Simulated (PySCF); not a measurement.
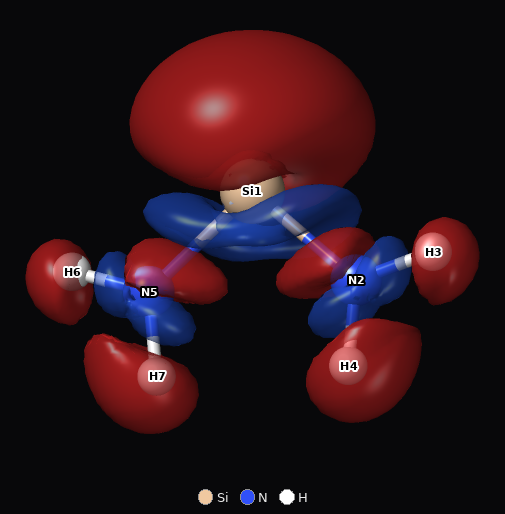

Figure. Si(NH2)2 (H$_{4}$N$_{2}$Si). Fukui function f⁻ = ρ(N) − ρ(N−1) at fixed geometry, surfaces at ±0.02 e/Å³ (red positive, blue negative).

Computed with PySCF, PBE0/cc-pVTZ, geometry: GFN2-xTB. No frequency check shows the geometry to be a minimum.

Input

```python
import numpy as np
from pyscf import gto, scf, dft
from pyscf.scf import atom_ks, atom_hf
from scipy.linalg import block_diag

def solve(mol, dm0=None, hcore=None):
    mf = (dft.UKS if mol.spin else dft.RKS)(mol, xc='pbe0')
    mf.grids.level = 3
    mf = mf.density_fit(auxbasis='def2-universal-jkfit')
    mf.conv_tol, mf.max_cycle = 1e-8, 80
    if hcore is not None:
        mf.get_hcore = lambda *args: hcore
    mf.kernel(dm0)
    if not mf.converged:
        mf = mf.newton().run(mf.mo_coeff, mf.mo_occ, max_cycle=30)
    assert mf.converged, 'SCF not converged'
    return mf

mol = gto.M(atom='''
Si    -0.00003    -0.67413     0.00000
N     -1.30324     0.44418     0.00000
H     -2.26628     0.15871     0.00000
H     -1.20483     1.45107     0.00000
N      1.30329     0.44414     0.00000
H      2.26632     0.15864     0.00000
H      1.20490     1.45104     0.00000
''', basis='cc-pvtz', charge=0, spin=0, verbose=4)
mf = solve(mol)
out = dict(e0=mf.e_tot, dm0=mf.make_rdm1(), c=mf.mo_coeff, occ=mf.mo_occ, eps=mf.mo_energy)
for name, dq, spin in [('cation', 1, 1), ('anion', -1, 1)]:
    ion = mol.copy().set(charge=mol.charge + dq, spin=spin).build()
    mi = solve(ion)
    if spin and dq > 0 and mol.nao < 130:
        c, _, stable, _ = mi.stability(return_status=True)
        if not stable:
            mi = solve(ion, mi.make_rdm1(c, mi.mo_occ))
    print(name, 'vertical energy change / eV', (mi.e_tot - mf.e_tot) * 27.211386)
    out.update({'e_' + name: mi.e_tot, 'dm_' + name: mi.make_rdm1(), 's2_' + name: mi.spin_square()[0], 'eps_' + name: mi.mo_energy, 'occ_' + name: mi.mo_occ})
# spherically averaged free atoms, for the promolecule
atm = atom_ks.get_atm_nrks(mol, xc='pbe0')
pro = block_diag(*[(atm[a[0]][2] * atm[a[0]][3]) @ atm[a[0]][2].T for a in mol._atom])
np.savez('result.npz', pro=pro, **out)
```

Launched as:

```sh
OMP_NUM_THREADS=1 python input.py
```

The run took 47 s on 1 thread of Arm Neoverse V2 (shared host), peak memory 0.62 GiB.

Partitions, critical points and surface values were worked out afterwards from this run's density.

On which atoms does the density change most on removal of an electron?

Answer. f⁻ (Hirshfeld-condensed) is largest on Si1 (0.61); the vertical ionisation energy is 8.60 eV (the stability of the cation's solution wasn't checked). Condensed values hint at sites of electrophilic attack but needn't mark the atom that reacts. Orbital relaxation makes it negative in places (0.13 e in all).
